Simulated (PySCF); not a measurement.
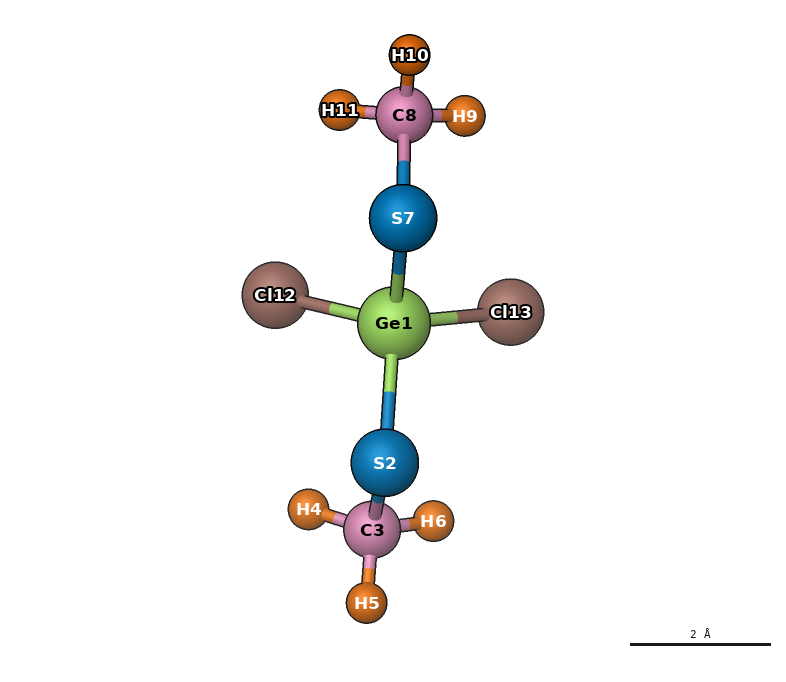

Atoms carry their numbers in the input. Computed geometry: PBE0-D3(BJ)/def2-SVP optimisation. No frequency run is at hand to confirm it as a minimum.

Which atoms are bonded, and how long are the bonds?

```tsv
bond	length (Å)
Ge1–S2	2.188
Ge1–S7	2.187
Ge1–Cl12	2.164
Ge1–Cl13	2.166
S2–C3	1.823
C3–H4	1.098
C3–H5	1.098
C3–H6	1.098
S7–C8	1.823
C8–H9	1.098
C8–H10	1.098
C8–H11	1.098
```
